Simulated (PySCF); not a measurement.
Geometry relaxation of Ge₂HF₅

System: Ge₂HF₅.
Method: PBE0-D3(BJ)/def2-SVP geometry optimisation, gas phase (PySCF 2.14.0).

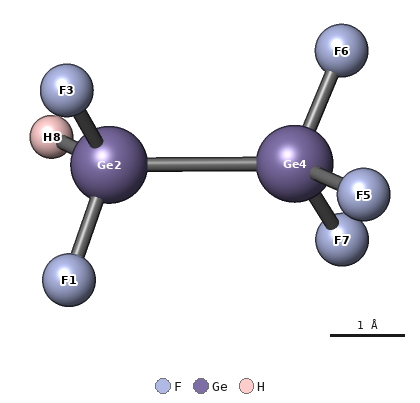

*The structure as given in the input (ball-and-stick view, seen at a tilt; atoms are numbered from 1 in the order of the input). Sticks mark near contacts.*

## Results in brief

- outcome: converged
- total energy: −4652.104968 hartree
- dipole moment: 2.75 D
- point group: C1
- hardware: 1 CPU thread, shared host
- wall time: 2.3 min
- peak memory: 0.61 GiB

## Input file
```
{"job": {"xc": "PBE0", "basis": "def2-SVP", "d3": "d3bj", "grid": 1, "shake": 0.01, "kind": "geom"}, "charge": 0, "multiplicity": 1}
F     -1.790200    -1.269580     1.142100
Ge    -1.283050    -0.171500    -0.110030
F     -2.100360     1.294800     0.340480
Ge     1.225390     0.139550     0.026160
F      1.993950     0.667740     1.470190
F      1.820220     1.254090    -1.160540
F      2.106210    -1.304840    -0.363390
H     -1.917030    -0.629400    -1.397430
```

The first line tells a small driver script what to run in PySCF; the rest is the geometry in Å.

Launched with:
```bash
OMP_NUM_THREADS=1 python <driver script> task.json out
```

## Output
```
step   0  E = -4652.09849071  max force = 0.019847
step   1  E = -4652.10423526  max force = 0.008496
step   2  E = -4652.10475776  max force = 0.002537
step   3  E = -4652.10479656  max force = 0.001020
step   4  E = -4652.10483564  max force = 0.001381
step   5  E = -4652.10486052  max force = 0.001913
step   6  E = -4652.10488269  max force = 0.001487
step   7  E = -4652.10489930  max force = 0.001141
step   8  E = -4652.10492473  max force = 0.000679
step   9  E = -4652.10494714  max force = 0.000928
step  10  E = -4652.10496015  max force = 0.000519
step  11  E = -4652.10496773  max force = 0.000287
optimisation converged
```

## Trajectory as extended XYZ (Å, eV, eV/Å), 12 frames, from step=0 to step=11
```
8
Properties=species:S:1:pos:R:3:forces:R:3 step=0 energy=-126590.04783
F    -1.7902   -1.2696    1.1421    0.4165   0.2308  -0.3265
Ge   -1.2831   -0.1715   -0.1100   -0.0348   0.2495   1.0206
F    -2.1004    1.2948    0.3405    0.4844  -0.2076  -0.1196
Ge    1.2254    0.1396    0.0262    0.4797  -0.1479  -0.4500
F     1.9939    0.6677    1.4702   -0.4403  -0.0152   0.0479
F     1.8202    1.2541   -1.1605   -0.4541  -0.1687   0.1928
F     2.1062   -1.3048   -0.3634   -0.5400   0.2240   0.1062
H    -1.9170   -0.6294   -1.3974    0.0886  -0.1650  -0.4713
8
Properties=species:S:1:pos:R:3:forces:R:3 step=1 energy=-126590.20415
F    -1.6705   -1.2647    1.1559    0.0053  -0.1108   0.0805
Ge   -1.2483   -0.1692   -0.1022    0.4369   0.0673   0.0884
F    -1.9665    1.3257    0.3534   -0.0183   0.1514   0.0214
Ge    1.2005    0.1334    0.0125   -0.3994  -0.0434  -0.0770
F     1.8621    0.6675    1.5006   -0.0595   0.0220   0.0361
F     1.7211    1.2541   -1.1795    0.0024   0.0991  -0.0608
F     2.0090   -1.3301   -0.3727    0.0266  -0.1411  -0.0015
H    -1.8524   -0.6357   -1.4204    0.0060  -0.0445  -0.0871
8
Properties=species:S:1:pos:R:3:forces:R:3 step=2 energy=-126590.21837
F    -1.6334   -1.2679    1.1688    0.0061  -0.0085  -0.0069
Ge   -1.2234   -0.1645   -0.0921   -0.0980  -0.0014   0.0311
F    -1.9320    1.3406    0.3629    0.0097   0.0039  -0.0068
Ge    1.1750    0.1289    0.0002    0.1305  -0.0029  -0.0705
F     1.8239    0.6683    1.4926   -0.0272   0.0112   0.0035
F     1.6896    1.2567   -1.1924   -0.0036  -0.0042   0.0112
F     1.9790   -1.3444   -0.3759   -0.0147   0.0039   0.0126
H    -1.8238   -0.6368   -1.4164   -0.0028  -0.0020   0.0259
8
Properties=species:S:1:pos:R:3:forces:R:3 step=3 energy=-126590.21943
F    -1.6300   -1.2685    1.1752    0.0070   0.0022  -0.0044
Ge   -1.2266   -0.1643   -0.0871   -0.0199   0.0057   0.0309
F    -1.9303    1.3431    0.3685    0.0084  -0.0044  -0.0026
Ge    1.1792    0.1285   -0.0079    0.0306  -0.0081  -0.0525
F     1.8239    0.6722    1.4848   -0.0142   0.0108   0.0042
F     1.6923    1.2557   -1.2013    0.0034  -0.0098   0.0051
F     1.9809   -1.3474   -0.3782   -0.0054   0.0066   0.0071
H    -1.8345   -0.6385   -1.4065   -0.0099  -0.0030   0.0122
8
Properties=species:S:1:pos:R:3:forces:R:3 step=4 energy=-126590.22049
F    -1.6133   -1.2665    1.1954    0.0061   0.0103   0.0118
Ge   -1.2294   -0.1629   -0.0732    0.0475   0.0000  -0.0054
F    -1.9200    1.3490    0.3862   -0.0010  -0.0032   0.0092
Ge    1.1831    0.1265   -0.0302   -0.0710  -0.0032   0.0045
F     1.8205    0.6835    1.4612    0.0070   0.0070  -0.0024
F     1.6948    1.2481   -1.2286    0.0139  -0.0148  -0.0134
F     1.9809   -1.3544   -0.3849    0.0121   0.0034  -0.0043
H    -1.8618   -0.6424   -1.3784   -0.0146   0.0005  -0.0001
8
Properties=species:S:1:pos:R:3:forces:R:3 step=5 energy=-126590.22116
F    -1.5899   -1.2606    1.2223    0.0064   0.0134   0.0188
Ge   -1.2311   -0.1611   -0.0568    0.0605  -0.0048  -0.0309
F    -1.9069    1.3552    0.4098   -0.0049  -0.0022   0.0145
Ge    1.1839    0.1239   -0.0558   -0.0984   0.0034   0.0458
F     1.8193    0.6984    1.4304    0.0178   0.0026  -0.0102
F     1.6955    1.2327   -1.2652    0.0126  -0.0170  -0.0253
F     1.9796   -1.3619   -0.3929    0.0167   0.0000  -0.0090
H    -1.8955   -0.6458   -1.3441   -0.0107   0.0046  -0.0037
8
Properties=species:S:1:pos:R:3:forces:R:3 step=6 energy=-126590.22177
F    -1.5486   -1.2469    1.2687    0.0030   0.0095   0.0195
Ge   -1.2329   -0.1568   -0.0296    0.0445  -0.0058  -0.0440
F    -1.8844    1.3657    0.4515   -0.0055   0.0000   0.0139
Ge    1.1815    0.1184   -0.0958   -0.0765   0.0112   0.0756
F     1.8235    0.7251    1.3754    0.0232  -0.0030  -0.0172
F     1.6913    1.1977   -1.3318    0.0008  -0.0147  -0.0318
F     1.9746   -1.3746   -0.4048    0.0116  -0.0059  -0.0088
H    -1.9500   -0.6477   -1.2859   -0.0011   0.0086  -0.0072
8
Properties=species:S:1:pos:R:3:forces:R:3 step=7 energy=-126590.22222
F    -1.5251   -1.2354    1.2970   -0.0012   0.0040   0.0095
Ge   -1.2334   -0.1523   -0.0130    0.0138  -0.0031  -0.0278
F    -1.8701    1.3734    0.4783   -0.0034   0.0017   0.0067
Ge    1.1779    0.1135   -0.1163   -0.0213   0.0111   0.0587
F     1.8342    0.7422    1.3395    0.0170  -0.0054  -0.0160
F     1.6830    1.1673   -1.3763   -0.0105  -0.0082  -0.0220
F     1.9677   -1.3844   -0.4094    0.0007  -0.0083  -0.0022
H    -1.9792   -0.6436   -1.2523    0.0049   0.0083  -0.0070
8
Properties=species:S:1:pos:R:3:forces:R:3 step=8 energy=-126590.22291
F    -1.5217   -1.2274    1.3067   -0.0046  -0.0007  -0.0054
Ge   -1.2332   -0.1474   -0.0068   -0.0171   0.0015   0.0015
F    -1.8647    1.3790    0.4895   -0.0011   0.0027  -0.0018
Ge    1.1755    0.1096   -0.1180    0.0349   0.0022   0.0138
F     1.8504    0.7488    1.3242    0.0060  -0.0036  -0.0080
F     1.6736    1.1452   -1.3964   -0.0150   0.0006  -0.0053
F     1.9595   -1.3926   -0.4068   -0.0098  -0.0074   0.0081
H    -1.9843   -0.6343   -1.2448    0.0067   0.0048  -0.0029
8
Properties=species:S:1:pos:R:3:forces:R:3 step=9 energy=-126590.22352
F    -1.5349   -1.2245    1.2998   -0.0055  -0.0028  -0.0113
Ge   -1.2330   -0.1428   -0.0095   -0.0246   0.0067   0.0181
F    -1.8669    1.3828    0.4864    0.0012   0.0018  -0.0055
Ge    1.1759    0.1069   -0.1074    0.0477  -0.0064  -0.0216
F     1.8652    0.7453    1.3278   -0.0018  -0.0002   0.0004
F     1.6686    1.1359   -1.3937   -0.0095   0.0038   0.0059
F     1.9521   -1.3992   -0.3986   -0.0120  -0.0046   0.0132
H    -1.9720   -0.6235   -1.2572    0.0044   0.0018   0.0008
8
Properties=species:S:1:pos:R:3:forces:R:3 step=10 energy=-126590.22388
F    -1.5481   -1.2222    1.2920   -0.0045  -0.0019  -0.0074
Ge   -1.2333   -0.1375   -0.0116   -0.0125   0.0069   0.0155
F    -1.8673    1.3883    0.4830    0.0025   0.0011  -0.0041
Ge    1.1778    0.1033   -0.1001    0.0249  -0.0083  -0.0267
F     1.8749    0.7407    1.3314   -0.0034   0.0014   0.0038
F     1.6684    1.1288   -1.3903   -0.0006   0.0014   0.0082
F     1.9452   -1.4075   -0.3898   -0.0073  -0.0022   0.0101
H    -1.9627   -0.6130   -1.2669    0.0008   0.0015   0.0006
8
Properties=species:S:1:pos:R:3:forces:R:3 step=11 energy=-126590.22408
F    -1.5613   -1.2168    1.2859   -0.0022   0.0013  -0.0009
Ge   -1.2339   -0.1293   -0.0121    0.0041   0.0022   0.0043
F    -1.8629    1.3987    0.4822    0.0030   0.0015  -0.0006
Ge    1.1802    0.0968   -0.0967   -0.0082  -0.0052  -0.0147
F     1.8837    0.7357    1.3310   -0.0027   0.0012   0.0044
F     1.6723    1.1156   -1.3915    0.0086  -0.0031   0.0063
F     1.9355   -1.4213   -0.3788    0.0002  -0.0004   0.0022
H    -1.9586   -0.5985   -1.2724   -0.0027   0.0025  -0.0009
```

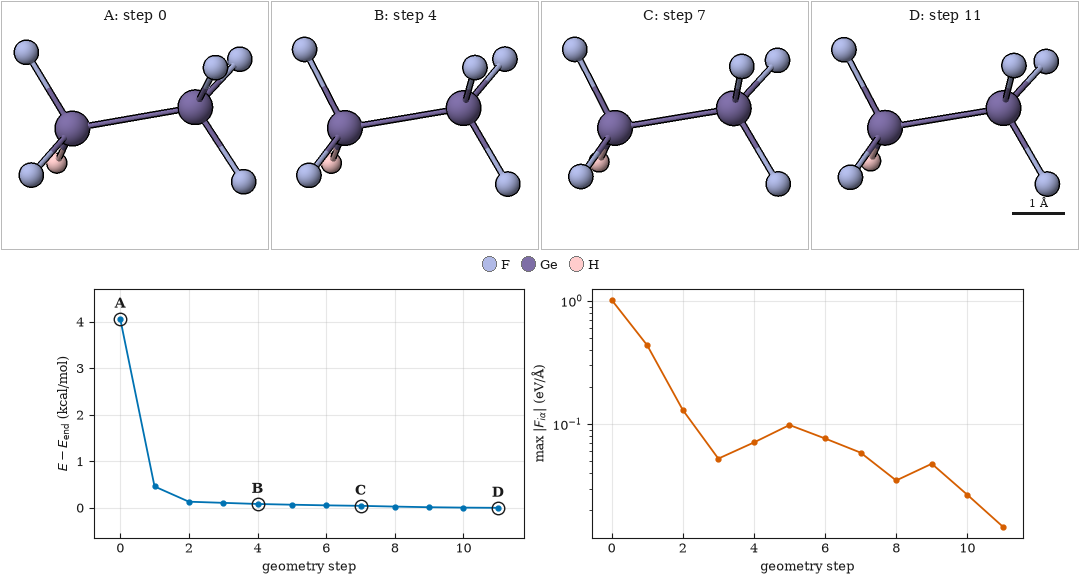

*Frames of the relaxation (ball-and-stick view, seen at a tilt) above the curves, on which the letters mark them (steps are counted from 0).*

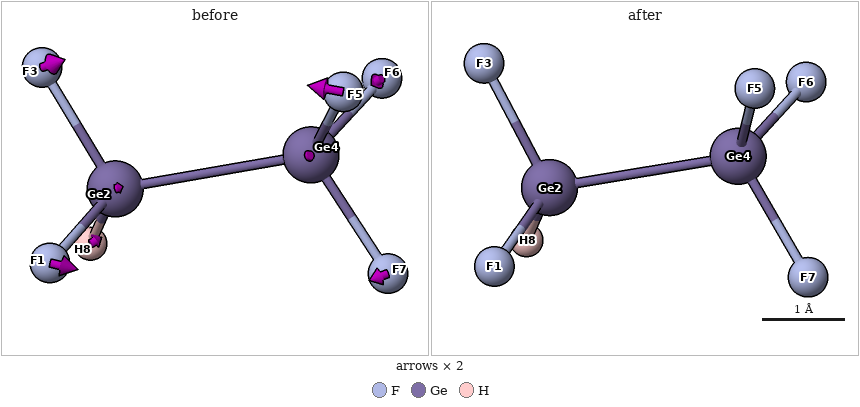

*Before (left) and after (right) the relaxation, at one scale (ball-and-stick view, seen at a tilt). The pink arrows give the displacements, magnified 2 times.*

The largest move after the best rigid fit is that of F5, 0.23 Å. By element the largest moves are F 0.23 Å, H 0.09 Å, Ge 0.06 Å. Among the contacts that change: Ge2–Ge4 2.531 → 2.426 Å, Ge2–H8 1.506 → 1.528 Å, F1–Ge2 1.741 → 1.725 Å, Ge4–F6 1.733 → 1.719 Å. Among the angles that change: Ge2–Ge4–F5 121.7° → 114.4°, F1–Ge2–F3 102.0° → 105.9°, F5–Ge4–F6 103.0° → 106.8°. After 11 geometry steps the energy has fallen by 4.06 kcal/mol. The largest force component goes from 1 to 0.015 eV/Å. (Atoms are counted from 1 in the order of the input.)
